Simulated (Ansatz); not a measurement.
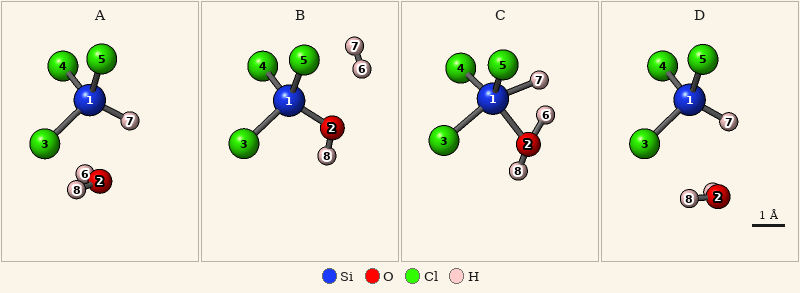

4 geometries from a converged minimum-energy path of SiH$_{3}$OCl$_{3}$, made up of SiHOCl$_{3}$ and H₂, shuffled. A ball-and-stick model, seen at a tilt.

Computed with UKS PBE-D4/def2-SVP in Ansatz 0.2.0. Run with 9 movable images; climbing image; force threshold 0.05 eV/Å; iteration limit 60; starting path through a guess of the saddle point.

### Which frame is the transition state?

C. In order along the path, whose images run from 0 to 10: B (image 3, +15.0 kJ/mol), C (image 5, +188.8 kJ/mol), D (image 8, +71.6 kJ/mol), A (image 9, +63.7 kJ/mol). Breaking: H6–H7 (0.77 → 1.13 at the top → 3.11 Å), Si1–O2 (1.66 → 1.85 at the top → 2.88 Å). Forming: O2–H6 (2.51 → 1.16 at the top → 0.98 Å), Si1–H7 (4.35 → 1.70 at the top → 1.48 Å).

Limits of the set-up: the start holds two separate molecules, 2.5 Å apart at their closest, whose relative position is a soft coordinate.
